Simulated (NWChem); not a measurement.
# Single-point calculation of CH₂GeN

System: CH₂GeN, multiplicity 2.
Method: M06-2X/def2-SVPD, UKS (NWChem 7.3.0).

A bond length was changed on purpose from its optimised value.

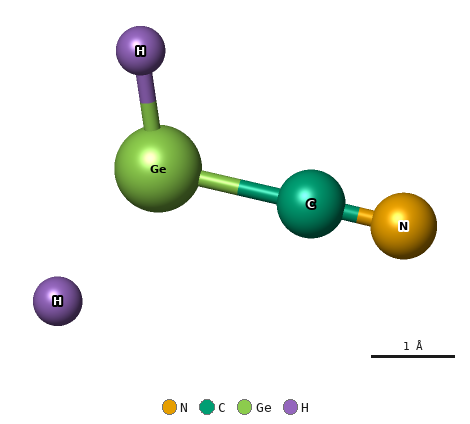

Figure 1. The structure (ball-and-stick view, seen at an oblique angle). Sticks mark near contacts. Bond lengths as drawn: C–Ge 1.91 Å, C–N 1.15 Å and Ge–H 1.53 Å.

**The input**
```
start ch2gen
title "CH2GeN M06-2X"
memory 2200 mb

geometry units angstroms noautosym nocenter noautoz
N      2.262210    -0.659595     1.271100
C      1.509910    -0.166195     0.548300
Ge     0.355610     0.611105    -0.762200
H     -1.658900    -0.498000    -0.695900
H      0.267210     2.118105    -0.491000
end

basis spherical bse
* library def2-SVPD
end

dft
xc m06-2x
mult 2
grid fine
convergence energy 1e-08
maxiter 100
mulliken
print low
end

task dft energy
```

Run as:
```bash
nwchem ch2gen.nw > ch2gen.out
```

**Log**
```
Northwest Computational Chemistry Package (NWChem) 7.3.0
             --------------------------------------------------------

           Job information
           ---------------

    nwchem branch   = 7.3.0
    use scalapack   = T
    input           = ch2gen.nw
    prefix          = ch2gen.
    data base       = ./ch2gen.db
    status          = startup
    nproc           =        1

           Memory information
           ------------------

    heap     =     72089594 doubles =      550.0 Mbytes
    stack    =     72089599 doubles =      550.0 Mbytes
    global   =    144179200 doubles =     1100.0 Mbytes (distinct from heap & stack)
    total    =    288358393 doubles =     2200.0 Mbytes
    verify   = yes
    hardfail = no

           Directory information
           ---------------------

  0 permanent = .
  0 scratch   = .

                                NWChem Input Module
                                -------------------

                                   CH2GeN M06-2X
                                   -------------

 Scaling coordinates for geometry "geometry" by  1.889725989
 (inverse scale =  0.529177249)

                             Geometry "geometry" -> ""
                             -------------------------

 Output coordinates in angstroms (scale by  1.889725989 to convert to a.u.)

  No.       Tag          Charge          X              Y              Z
 ---- ---------------- ---------- -------------- -------------- --------------
    1 N                    7.0000     2.26221000    -0.65959500     1.27110000
    2 C                    6.0000     1.50991000    -0.16619500     0.54830000
    3 Ge                  32.0000     0.35561000     0.61110500    -0.76220000
    4 H                    1.0000    -1.65890000    -0.49800000    -0.69590000
    5 H                    1.0000     0.26721000     2.11810500    -0.49100000

      Atomic Mass
      -----------

      N                 14.003070
      C                 12.000000
      Ge                73.921900
      H                  1.007825

 Effective nuclear repulsion energy (a.u.)     133.5375809368

            Nuclear Dipole moment (a.u.)
            ----------------------------
        X                 Y               Z
 ---------------- ---------------- ----------------
    65.9188581254    29.4062717727   -25.3030530419

            XYZ format geometry
            -------------------
     5
 geometry
 N                     2.26221000    -0.65959500     1.27110000
 C                     1.50991000    -0.16619500     0.54830000
 Ge                    0.35561000     0.61110500    -0.76220000
 H                    -1.65890000    -0.49800000    -0.69590000
 H                     0.26721000     2.11810500    -0.49100000

 ==============================================================================
                                internuclear distances
 ------------------------------------------------------------------------------
       center one      |      center two      | atomic units |  angstroms
 ------------------------------------------------------------------------------
    2 C                |   1 N                |     2.18084  |     1.15405
    3 Ge               |   2 C                |     3.61230  |     1.91155
    5 H                |   3 Ge               |     2.89838  |     1.53376
 ------------------------------------------------------------------------------
                         number of included internuclear distances:          3
 ==============================================================================

 ==============================================================================
                                 internuclear angles
 ------------------------------------------------------------------------------
        center 1       |       center 2       |       center 3       |  degrees
 ------------------------------------------------------------------------------
    1 N                |   2 C                |   3 Ge               |   175.47
    2 C                |   3 Ge               |   5 H                |   108.25
 ------------------------------------------------------------------------------
                            number of included internuclear angles:          2
 ==============================================================================

 Summary of "ao basis" -> "" (spherical)
 ------------------------------------------------------------------------------
       Tag                 Description            Shells   Functions and Types
 ---------------- ------------------------------  ------  ---------------------
 *                         def2-SVPD                  on all atoms

                                 NWChem DFT Module
                                 -----------------

                                   CH2GeN M06-2X

                      Basis "ao basis" -> "ao basis" (spherical)
                      -----
  [basis functions not shown]

 Summary of "ao basis" -> "ao basis" (spherical)
 ------------------------------------------------------------------------------
       Tag                 Description            Shells   Functions and Types
 ---------------- ------------------------------  ------  ---------------------
 N                         def2-SVPD                 8       20   4s2p2d
 C                         def2-SVPD                 8       20   4s2p2d
 Ge                        def2-SVPD                14       38   6s4p4d
 H                         def2-SVPD                 4        8   2s2p

  Caching 1-el integrals
   Time after variat. SCF:      1.2

     ---------------------------------------------
      Total Density - Mulliken Population Analysis
     ---------------------------------------------

    Atom       Charge   Shell Charges
 -----------   ------   -------------------------------------------------------
    1 N    7     7.59   1.99  1.14  0.62  0.12  2.37  1.30  0.03  0.02
    2 C    6     5.79   1.99  1.05  0.36 -0.09  1.69  0.70  0.05  0.04
    3 Ge  32    31.57   2.00  2.00  2.00  1.17  0.39  0.05  6.00  5.98  0.86  1.03  8.14  1.81  0.11  0.05
    4 H    1     1.06   0.51  0.55  0.00  0.01
    5 H    1     0.99   0.65  0.31  0.01  0.02

     --------------------------------------------
      Spin Density - Mulliken Population Analysis
     --------------------------------------------

    Atom       Charge   Shell Charges
 -----------   ------   -------------------------------------------------------
    1 N    7     0.07   0.00  0.00  0.00 -0.00  0.04  0.02 -0.00  0.00
    2 C    6     0.07   0.00  0.01  0.01  0.00  0.02  0.01  0.00  0.02
    3 Ge  32     0.64   0.00  0.00  0.00  0.08  0.05 -0.00  0.00  0.00  0.19  0.31  0.00 -0.00  0.00  0.00
    4 H    1     0.16   0.07  0.08  0.00  0.01
    5 H    1     0.07   0.03  0.02  0.00  0.01
   Time prior to 1st pass:      1.2

           Memory utilization after 1st SCF pass:
           Heap Space remaining (MW):       36.80            36797282
          Stack Space remaining (MW):       72.09            72088660

   convergence    iter        energy       DeltaE   RMS-Dens  Diis-err    time
 ---------------- ----- ----------------- --------- --------- ---------  ------
 d= 0,ls=0.0,diis     1  -2170.4851800873 -2.30D+03  8.74D-03  1.27D-01     4.8
                                                     7.81D-03  1.21D-01
 d= 0,ls=0.0,diis     2  -2170.3948932846  9.03D-02  4.37D-03  3.74D-01     8.4
                                                     4.43D-03  3.61D-01
 d= 0,ls=0.0,diis     3  -2170.5670850831 -1.72D-01  7.00D-04  1.49D-03    12.0
                                                     8.62D-04  1.62D-03
 d= 0,ls=0.0,diis     4  -2170.5684157762 -1.33D-03  2.92D-04  4.24D-04    15.4
                                                     2.68D-04  4.76D-04
 d= 0,ls=0.0,diis     5  -2170.5676862165  7.30D-04  3.40D-04  8.99D-05    19.2
                                                     5.49D-04  1.29D-04
  Resetting Diis
 d= 0,ls=0.0,diis     6  -2170.5678810127 -1.95D-04  2.99D-04  2.68D-05    22.9
                                                     4.82D-04  2.15D-05
 d= 0,ls=0.0,diis     7  -2170.5680120603 -1.31D-04  8.19D-05  8.11D-06    26.5
                                                     1.07D-04  1.23D-05
 d= 0,ls=0.0,diis     8  -2170.5680623977 -5.03D-05  1.11D-04  8.18D-06    30.1
                                                     1.21D-04  6.67D-06
 d= 0,ls=0.0,diis     9  -2170.5681207398 -5.83D-05  1.91D-04  3.81D-06    33.7
                                                     2.53D-04  6.14D-06
 d= 0,ls=0.0,diis    10  -2170.5681891035 -6.84D-05  1.01D-04  3.50D-06    37.4
                                                     1.38D-04  4.02D-06
 d= 0,ls=0.0,diis    11  -2170.5682039162 -1.48D-05  2.69D-05  4.17D-07    42.7
                                                     3.85D-05  1.76D-07
 d= 0,ls=0.0,diis    12  -2170.5682049919 -1.08D-06  5.62D-06  2.80D-08    46.3
                                                     8.65D-06  4.11D-08
 d= 0,ls=0.0,diis    13  -2170.5682051278 -1.36D-07  4.52D-06  9.22D-09    49.9
                                                     5.52D-06  1.03D-08
 d= 0,ls=0.0,diis    14  -2170.5682051708 -4.30D-08  1.89D-06  1.36D-09    53.5
                                                     2.53D-06  1.97D-09
 d= 0,ls=0.0,diis    15  -2170.5682051773 -6.59D-09  4.19D-07  3.27D-10    57.1
                                                     5.01D-07  2.43D-10

         Total DFT energy =    -2170.568205177341
      One electron energy =    -3285.062797875035
           Coulomb energy =     1072.887839091773
    Exchange-Corr. energy =      -91.930827330921
 Nuclear repulsion energy =      133.537580936842

 Numeric. integr. density =       47.000000981458

     Total iterative time =     55.9s

     ---------------------------------------------
      Total Density - Mulliken Population Analysis
     ---------------------------------------------

    Atom       Charge   Shell Charges
 -----------   ------   -------------------------------------------------------
    1 N    7     7.09   1.99  1.11  0.59  0.20  2.20  0.95  0.03  0.02
    2 C    6     6.13   1.99  0.97  0.36 -0.11  2.00  0.86  0.03  0.03
    3 Ge  32    31.81   2.00  2.00  1.99  1.22  0.33  0.03  6.00  5.98  1.10  0.98  8.14  1.79  0.17  0.07
    4 H    1     0.99   0.54  0.45  0.00  0.01
    5 H    1     0.98   0.71  0.27  0.01 -0.01

     --------------------------------------------
      Spin Density - Mulliken Population Analysis
     --------------------------------------------

    Atom       Charge   Shell Charges
 -----------   ------   -------------------------------------------------------
    1 N    7     0.05   0.00  0.00 -0.00 -0.00  0.04  0.02 -0.00 -0.00
    2 C    6     0.02   0.00  0.00  0.01  0.01 -0.01 -0.00  0.00  0.02
    3 Ge  32     0.50   0.00  0.00  0.00  0.09  0.04 -0.03  0.00  0.00  0.22  0.17 -0.01  0.00  0.00  0.00
    4 H    1     0.37   0.21  0.16 -0.00  0.00
    5 H    1     0.06   0.02  0.04  0.00 -0.00

     -------------------------------------------
      Total Density - Lowdin Population Analysis
     -------------------------------------------

    Atom       Charge   Shell Charges
 -----------   ------   -------------------------------------------------------
    1 N    7     7.01   1.98  0.79  0.42  0.21  2.02  1.37  0.05  0.18
    2 C    6     6.39   1.97  0.57  0.29  0.17  1.79  1.07  0.07  0.46
    3 Ge  32    31.39   2.00  2.00  1.93  0.61  0.31  0.19  5.99  5.81  1.14  1.00  7.86  2.01  0.32  0.22
    4 H    1     1.02   0.47  0.47  0.00  0.08
    5 H    1     1.18   0.59  0.37  0.02  0.21

     ------------------------------------------
      Spin Density - Lowdin Population Analysis
     ------------------------------------------

    Atom       Charge   Shell Charges
 -----------   ------   -------------------------------------------------------
    1 N    7     0.05   0.00  0.00  0.00  0.00  0.04  0.01 -0.00 -0.00
    2 C    6     0.07   0.00  0.00  0.00  0.00 -0.01 -0.00  0.00  0.07
    3 Ge  32     0.52   0.00  0.00  0.01  0.05  0.02  0.00  0.00  0.01  0.19  0.20 -0.01  0.00  0.01  0.03
    4 H    1     0.30   0.19  0.10 -0.00  0.00
    5 H    1     0.07   0.02  0.00  0.00  0.04

     --------------------------
     Expectation value of S2:
     --------------------------
      <S2> =      0.7962 (Exact =     0.7500)

 Task  times  cpu:       57.1s     wall:       57.1s
 Total times  cpu:       57.1s     wall:       57.1s
```

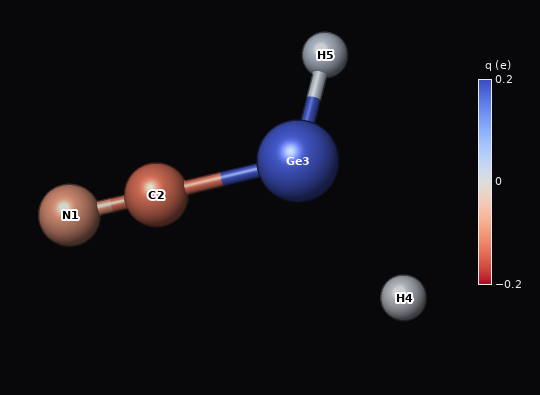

Figure 2. Mulliken charges, as the colour of each atom (ball-and-stick view, seen at a tilt; atoms are numbered from 1 in the order of the input). By element: N −0.09, C −0.13, Ge +0.19 and H +0.01 to +0.02 e.

**Results in brief**

- outcome: converged
- total energy: −2170.568205 hartree
- ⟨S²⟩: 0.796
- hardware: 1 thread of Intel Xeon @ 2.50GHz (Skylake/Cascade Lake), 128 GiB of memory available, shared host
- wall time: 58 s
- peak memory: 0.11 GiB
